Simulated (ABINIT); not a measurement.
# A GW chain in ABINIT: CsSnI3 (Pm-3m), part 3 of 3

Wanted: ground state, empty states, screening and self-energy for CsSnI3 (Pm-3m).

ABINIT 10.8.3; PBE and many-body steps on it, plane waves. Known limits of the many-body steps: not at the basis limit; screening runs away on this mesh; no spin-orbit coupling; coarse k mesh.

So far. Step 4 (Empty states on the mesh, 2×2×2 mesh, 213 bands): On this mesh the gap is 0.481 eV. Step 5 (Screening, 2×2×2 mesh, 195 bands, screening to 87.1 eV): Local fields lower ε∞ by 20 %. The value itself is an artefact of the mesh, where one narrow direct gap carries too much weight.

## Step 6: Self-energy, 2×2×2 mesh, 195 bands, screening to 87.1 eV

The self-energy is evaluated for the states that the input lists, and the levels follow from it, in one-shot runs by the linearised quasiparticle equation.

This step: G0W0 on PBE, plane waves, norm-conserving pseudopotentials.

Contents of run.abi:

```
acell 3*1.0 Angstrom
rprim 
  6.286228000000 0.000000000000 0.000000000000
  0.000000000000 6.286228000000 0.000000000000
  0.000000000000 0.000000000000 6.286228000000
ntypat 3
znucl 55 50 53
natom 5
typat 1 2 3 3 3
xred 
  0.500000000000 0.500000000000 0.500000000000
  0.000000000000 0.000000000000 0.000000000000
  0.500000000000 0.000000000000 0.000000000000
  0.000000000000 0.000000000000 0.500000000000
  0.000000000000 0.500000000000 0.000000000000
pp_dirpath "pseudos"
pseudos "Cs.upf, Sn.upf, I.upf"
ecut 38
ngkpt 2 2 2
nshiftk 1
shiftk 0 0 0
kptopt 1
chksymbreak 0
istwfk *1
occopt 1
irdwfk 1
optdriver 4
nband 195
gwcalctyp 0
ecutsigx 38
symsigma 1
nkptgw 2
kptgw 
  0.5000000000 0.5000000000 0.5000000000
  0.0000000000 0.0000000000 0.0000000000
bdgw 
  50 56
  51 56
ecuteps 3.2
irdscr 1
ppmodel 1
indata_prefix "in"
outdata_prefix "out"
tmpdata_prefix "tmp"
```

Command:

```bash
$ OMP_NUM_THREADS=1 mpirun -n 8 abinit run.abi > log
```

Numbers of over 12 decimals in the logs are rounded to 6 here.

Log:

```text
.Version 10.8.3 of ABINIT. v10.8.2 released Aug 2026.

 Symmetries : space group Pm -3 m (#221); Bravais cP (primitive cubic)
[... echo of the input left out ...]
== DATASET  1 ==================================================================
-   mpi_nproc: 8, omp_nthreads: 1 (-1 if OMP is not activated)

--- !DatasetInfo
iteration_state: {dtset: 1, }
dimensions: {natom: 5, nkpt: 4, mband: 195, nsppol: 1, nspinor: 1, nspden: 1, mpw: 18805, }
cutoff_energies: {ecut:  38.0, pawecutdg:  -1.0, }
electrons: {nelect:   1.06000000E+02, charge:   0.00000000E+00, occopt:   1.00000000E+00, tsmear:   1.00000000E-02, }

 SIGMA: Calculation of the GW corrections

 Based on a program developped by R.W. Godby, V. Olevano, G. Onida, and L. Reining.
 Incorporated in ABINIT by V. Olevano, G.-M. Rignanese, and M. Torrent.
.Using double precision arithmetic ; gwpc =  8

[... cell and pseudopotentials left out ...]
--------------------------------------------------------------------------------

 ==== K-mesh for the wavefunctions ====
 Number of points in the irreducible wedge :     4
[... list of points left out ...]
 Together with 48 symmetry operations and time-reversal symmetry
 yields     8 points in the full Brillouin Zone.

 ==== Q-mesh for screening function ====
 Number of points in the irreducible wedge :     4
[... list of points left out ...]
 Together with 48 symmetry operations and time-reversal symmetry
 yields     8 points in the full Brillouin Zone.

 vcoul_init : cutoff-mode = AUXILIARY_FUNCTION
 q-points for optical limit:   1
     1)      0.000010    0.000020    0.000030
 setmesh: FFT mesh size selected  =    72x   72x   72
          total number of points  =       373248

 Number of electrons calculated from density =  106.0000; Expected =  106.0000
 average of density, n =  0.063232
 r_s =    1.5571
 omega_plasma =   24.2563 [eV]

 === KS Band Gaps ===
  >>>> For spin  1
   Minimum direct gap =   0.4813 [eV], located at k-point      :   0.5000  0.5000  0.5000
   Fundamental gap    =   0.4813 [eV], Top of valence bands at :   0.5000  0.5000  0.5000
                                       Bottom of conduction at :   0.5000  0.5000  0.5000
 SIGMA fundamental parameters:
 PLASMON POLE MODEL  1
 number of plane-waves for SigmaX                18805
 number of plane-waves for SigmaC and W            461
 number of plane-waves for wavefunctions         18805
 number of bands                                   195
 number of independent spin polarizations            1
 number of spinorial components                      1
 number of k-points in IBZ                           4
 number of q-points in IBZ                           4
 number of symmetry operations                      48
 number of k-points in BZ                            8
 number of q-points in BZ                            8
 number of frequencies for dSigma/dE                 9
 frequency step for dSigma/dE [eV]                0.25
 number of omega for Sigma on real axis              0
 max omega for Sigma on real axis  [eV]           0.00
 zcut for avoiding poles [eV]                     0.10

 EPSILON^-1 parameters (SCR file):
 dimension of the eps^-1 matrix on file            461
 dimension of the eps^-1 matrix used               461
 number of plane-waves for wavefunctions         18805
 number of bands                                   195
 number of q-points in IBZ                           4
 number of frequencies                               2
 number of real frequencies                          1
 number of imag frequencies                          1

 matrix elements of self-energy operator (all in [eV])

 Perturbative Calculation

--- !SelfEnergy_ee
iteration_state: {dtset: 1, }
kpoint     : [   0.500,    0.500,    0.500, ]
spin       : 1
KS_gap     :    0.481
QP_gap     :    0.881
Delta_QP_KS:    0.400
data: !SigmaeeData |
     Band     E0 <VxcDFT>   SigX SigC(E0)      Z dSigC/dE  Sig(E)    E-E0       E
       50   1.957 -13.386 -16.194   2.452   0.782  -0.279 -13.664  -0.278   1.679
       51   1.957 -13.386 -16.194   2.452   0.782  -0.279 -13.664  -0.278   1.679
       52   1.957 -13.386 -16.194   2.452   0.782  -0.279 -13.664  -0.278   1.679
       53   3.493 -14.211 -15.453   1.465   0.790  -0.266 -14.035   0.177   3.669
       54   3.974 -10.553  -6.743  -3.084   0.794  -0.260  -9.977   0.576   4.550
       55   3.974 -10.553  -6.743  -3.084   0.794  -0.260  -9.977   0.576   4.550
       56   3.974 -10.553  -6.743  -3.084   0.794  -0.260  -9.977   0.576   4.550

--- !SelfEnergy_ee
iteration_state: {dtset: 1, }
kpoint     : [   0.000,    0.000,    0.000, ]
spin       : 1
KS_gap     :    4.316
QP_gap     :    4.738
Delta_QP_KS:    0.422
data: !SigmaeeData |
     Band     E0 <VxcDFT>   SigX SigC(E0)      Z dSigC/dE  Sig(E)    E-E0       E
       51   1.542 -12.998 -15.828   2.443   0.780  -0.281 -13.299  -0.302   1.240
       52   1.542 -12.998 -15.828   2.443   0.780  -0.281 -13.299  -0.302   1.240
       53   1.542 -12.998 -15.828   2.443   0.780  -0.281 -13.299  -0.302   1.240
       54   5.859  -6.224  -2.837  -3.243   0.831  -0.203  -6.104   0.120   5.978
       55   6.866  -6.273  -2.799  -3.184   0.831  -0.204  -6.032   0.241   7.106
       56   6.866  -6.273  -2.799  -3.184   0.831  -0.204  -6.032   0.241   7.106

== END DATASET(S) ==============================================================
================================================================================

 -outvars: echo values of variables after computation  --------
           etotal      0.0000000000E+00
            nband         195
             nkpt           4
          spgroup         221
 [... the other variables as echoed above ...]

 Calculation completed.
```

Wall time 21 s (8 MPI ranks of Intel Xeon Platinum 8488C (Sapphire Rapids), shared host); peak memory 4.7 GiB.

Numbers from this step:

```yaml
g0w0_gap_on_the_points_computed: 0.8810 eV
starting_gap_on_the_mesh: 0.4814 eV
k_of_the_valence_top: 0.5, 0.5, 0.5
k_of_the_conduction_bottom: 0.5, 0.5, 0.5
z_at_the_valence_top: 0.79
z_at_the_conduction_bottom: 0.794
least_direct_g0w0_gap_on_the_computed_points: 0.8810 eV
```

The gap on the mesh goes from 0.48 eV to 0.88 eV, a correction of +0.40 eV.

Limits: finite bands, cutoff and mesh; no spin-orbit coupling; coarse k mesh. v1 is the top filled band, c1 the lowest empty one. The levels before and after the correction (eV, zero at the valence-band top of each column):

|  | conduction bottom | valence top |
| --- | --- | --- |
| Kohn-Sham | 0.48 | 0.00 |
| G0W0 | 0.88 | 0.00 |

|  | level | energy (eV) |
| --- | --- | --- |
| Kohn-Sham | (0.5 0.5 0.5) v4-v2 | -1.536 |
| Kohn-Sham | (0.5 0.5 0.5) v1 | 0.000 |
| Kohn-Sham | (0.5 0.5 0.5) c1-c3 | 0.481 |
| G0W0 | (0.5 0.5 0.5) v4-v2 | -1.990 |
| G0W0 | (0.5 0.5 0.5) v1 | 0.000 |
| G0W0 | (0.5 0.5 0.5) c1-c3 | 0.881 |

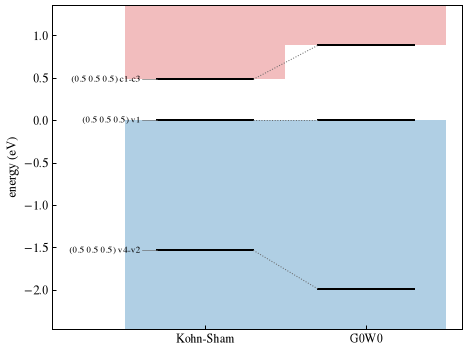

Levels before and after the correction. Shaded: valence and conduction bands.

## Step 7: Where the time went

Times are wall times on 8 MPI ranks of Intel Xeon Platinum 8488C (Sapphire Rapids), shared host, good to a factor of about two.

| step | time | share | memory (GiB) |
| --- | --- | --- | --- |
| ground state | 3.3 min | 22 % | 1.4 |
| bands along the symmetry lines | 5.1 min | 33 % | 1.8 |
| empty states on the mesh | 4.5 min | 29 % | 1.1 |
| screening | 2 min | 13 % | 6.3 |
| self-energy | 21 s | 2 % | 4.7 |

## Step 8: Results

* PBE gap: 0.48 eV, direct
* G0W0 gap on the mesh: 0.88 eV
* GW settings: 2×2×2 mesh, 195 bands, screening to 87.1 eV, Godby-Needs plasmon pole
* known limits: not at the basis limit; screening runs away on this mesh; no spin-orbit coupling; coarse k mesh

In words: G0W0 moves the gap on the mesh from 0.48 eV to 0.88 eV (+0.40 eV), with Z of 0.79 and 0.79 at the edges. Local fields lower the RPA ε∞ on this mesh from 133.71 to 107.16; a Γ-centred mesh this coarse tends to raise both, most where the direct gap is narrow, while a short band sum lowers them. Only 2 of the mesh's irreducible points were corrected, so a valley elsewhere could overtake. Bands and cutoff are finite, so the gap is not at the basis limit. The miss can reach some tenths of an eV and take either sign; the mesh is an error of its own. In the G0W0 run levels were corrected at 2 k points alone, so a gap called «on the mesh» is the least over those, and an edge elsewhere would be missed. The 2×2×2 mesh is coarse for this cell, which bears on the long-range parts of exchange and screening. This is the ideal cubic cell; many perovskites, halides above all, are cubic only on average, and local tilts or off-centring can widen the gap. On this mesh the RPA ε∞ passes 90, more than nearly any semiconductor shows; a coarse mesh does this where one point with a narrow direct gap carries much weight. The screening is then too strong, and the G0W0 gap should not be taken as the material's. The many-body steps are scalar-relativistic: spin-orbit coupling is not in them.

[Paths, hosts, dates, memory and timing lines, banners, echoed tables and standing remarks are left out of the program output.]

[Logs are printed without paths, hosts, clocks, repeated set-up lines and the standing remarks that a program may print on its own settings, such as how far it seeks lower states.]

[Runs of the session that timed out or met a known fault of the program may be left out.]

[Hosts, paths, dates, database ids (printed as entryN), source tags and the programs' standing remarks are cut or masked in the printed files.]

[G0W0 gaps are taken among the corrected bands and points alone; a level outside them can change the order at an edge.]

[Where Ansatz stands beside ABINIT at settings called matched, ABINIT's density can come from a denser mesh and the files from another edition; pairs whose starting gaps differed by over 0.03 eV were left out, so agreement reads better than it is.]
